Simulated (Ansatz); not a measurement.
# C4H8O (butyraldehyde) at B2PLYP/6-31G(d) (spherical functions)

Aim: the electronic atomisation energy of C4H8O (butyraldehyde) at B2PLYP/6-31G* (spherical functions), from 4 runs. 

The results are computed with Ansatz 0.2.0.

49 further runs of the same task are left out: 49 set aside as unsound or not needed.

### Step 1. Starting point

C4H8O: 13 atoms, total charge 0, spin state singlet. SMILES: `CCCC=O`. Geometry: relaxed at PBE0-D4/def2-TZVP. This is one conformer, not always the lowest.

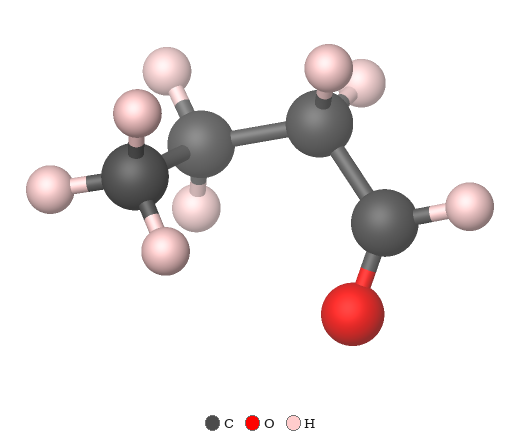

Viewed from a chosen angle; carbon dark grey, oxygen red, hydrogen pink.

### Step 2. A single-point energy at B2PLYP/6-31G(d) (spherical functions)

Contents of run.yaml:

```yaml
crystal:
  periodic: [false, false, false]
  atoms:
    - {symbol: C, position_ang: [-1.358800, 0.247600, 0.768800]}
    - {symbol: C, position_ang: [0.157400, 0.343500, 0.817500]}
    - {symbol: C, position_ang: [0.841700, -0.545800, -0.204400]}
    - {symbol: C, position_ang: [0.730100, -0.083300, -1.626300]}
    - {symbol: O, position_ang: [0.239700, 0.954200, -1.979300]}
    - {symbol: H, position_ang: [-1.817000, 0.888100, 1.525300]}
    - {symbol: H, position_ang: [-1.694400, -0.776900, 0.955600]}
    - {symbol: H, position_ang: [-1.740200, 0.557700, -0.205500]}
    - {symbol: H, position_ang: [0.513100, 0.070500, 1.815300]}
    - {symbol: H, position_ang: [0.465500, 1.378500, 0.645000]}
    - {symbol: H, position_ang: [0.464500, -1.576800, -0.164500]}
    - {symbol: H, position_ang: [1.919000, -0.637400, -0.005700]}
    - {symbol: H, position_ang: [1.164600, -0.781200, -2.376600]}
basis:
  gaussian:
    orbitals: 6-31G_st_-spherical.json
hamiltonian:
  xc: {name: B2PLYP}
correlation:
  frozen_orbitals: {C: 1, H: 0, O: 1}
accuracy: high
output:
  orbitals: {seedname: orbitals}
```

The basis set 6-31G* is read from a file made from the Basis Set Exchange's data (not shown).

Run with:

```
$ ansatz run run.yaml --threads 1 --pin off --max-ram 3480MiB --events-out events.jsonl --progress --plain --runs-dir runs
```

Log:

```text
Warning: RAYON_NUM_THREADS=1 ignored (pool sized by the plan → 1); use --threads N
Functional definition: B2PLYP
  name "B2PLYP"
  parameter a = 0.53
  parameter c = 0.27
  exchange = (1 - a)*b88_x + a*exact_x
  correlation = (1 - c)*lyp_c + c*(mp2_os + mp2_ss)
2180 factors; integrals over basis functions are off by at most 3.1e-9 eV
mean field evaluation 1: about -6306.9639 eV, gradient 4.7e1 eV
mean field evaluation 2: about -6306.9584 eV, gradient 4.7e1 eV
mean field evaluation 4: about -6311.6439 eV, gradient 8.6e0 eV
mean field evaluation 8: about -6311.7986 eV, gradient 3.9e-1 eV
mean field evaluation 16: about -6311.7990 eV, gradient 3.6e-5 eV
mean field -6311.79904614 eV, -231.9543366547 hartree, gradient 3.9e-8 eV, S^2 0.000000; 0 other end points of the search recorded, 0 dependent functions left out
5 core orbitals not correlated: weight in the atoms' cores, before any rotation towards them, 1.000 or more for the frozen orbitals, at most 0.000 for the correlated occupied ones
reference -6311.79906872 eV, -231.9543374842 hartree; 15, 15 occupied and 66, 66 virtual orbitals, 2180 factors
second order -22.89358706 eV of doubles, -0.00000000 eV of singles
Total energy: -6317.98033722 eV, -232.1814949120 hartree
```

Wall time 12 s (1 thread of AMD EPYC 7R43 (Zen 3), shared host); peak memory 0.32 GiB.

### Step 3. The C atom, same level

Contents of job.yaml:

```yaml
crystal:
  periodic: [false, false, false]
  atoms:
    - {symbol: C, position_ang: [0.000000, 0.000000, 0.000000]}
basis:
  gaussian:
    orbitals: 6-31G_st_-spherical.json
hamiltonian:
  xc: {name: B2PLYP}
accuracy: high
magnetization:
  spin_polarized: true
  initial_magnetization: 2
correlation:
  frozen_orbitals: {C: 1}
```

The basis set 6-31G* is read from a file made from the Basis Set Exchange's data (not shown).

Run the same way, it converges to -37.80871 Eh (log not shown).

### Step 4. The H atom at the same level

Contents of job.yaml:

```yaml
crystal:
  periodic: [false, false, false]
  atoms:
    - {symbol: H, position_ang: [0.000000, 0.000000, 0.000000]}
basis:
  gaussian:
    orbitals: "6-31G*"
total_charge: 0
accuracy: high
magnetization:
  spin_polarized: true
  initial_magnetization: 1
correlation:
  frozen_orbitals: {H: 0}
hamiltonian:
  xc: {name: B2PLYP}
```

Run the same way, it converges to -0.49692 Eh (log not shown).

### Step 5. The O atom

Contents of in.yaml:

```yaml
crystal:
  periodic: [false, false, false]
  atoms:
    - {symbol: O, position_ang: [0.000000, 0.000000, 0.000000]}
basis:
  gaussian:
    orbitals: 6-31G_st_-spherical.json
total_charge: 0
hamiltonian:
  xc: {name: B2PLYP}
accuracy: high
magnetization:
  spin_polarized: true
  initial_magnetization: 2
correlation:
  frozen_orbitals: {O: 1}
```

The basis set 6-31G* is read from a file made from the Basis Set Exchange's data (not shown).

Run the same way, it converges to -75.00324 Eh (log not shown).

### Step 6. Summary of results

Level: B2PLYP/6-31G* (spherical functions), 5 core orbitals frozen.

| quantity | value |
| --- | --- |
| molecule: total energy | -232.18149 Eh |
| molecule: HOMO energy (SCF part's orbitals) | -8.70 eV |
| molecule: LUMO energy (SCF part's orbitals) | 1.54 eV |
| molecule: HOMO–LUMO gap (SCF part's orbitals) | 10.24 eV |
| C atom: total energy | -37.80871 Eh |
| C atom: ⟨S²⟩ | 2.003 |
| H atom: total energy | -0.49692 Eh |
| H atom: ⟨S²⟩ | 0.750 |
| O atom: total energy | -75.00324 Eh |
| O atom: ⟨S²⟩ | 2.003 |
| electronic atomisation energy | 53.554 eV |

What this shows: Taking the molecule apart into free atoms costs 53.55 eV (5167 kJ/mol), before zero-point energy and without spin-orbit coupling.
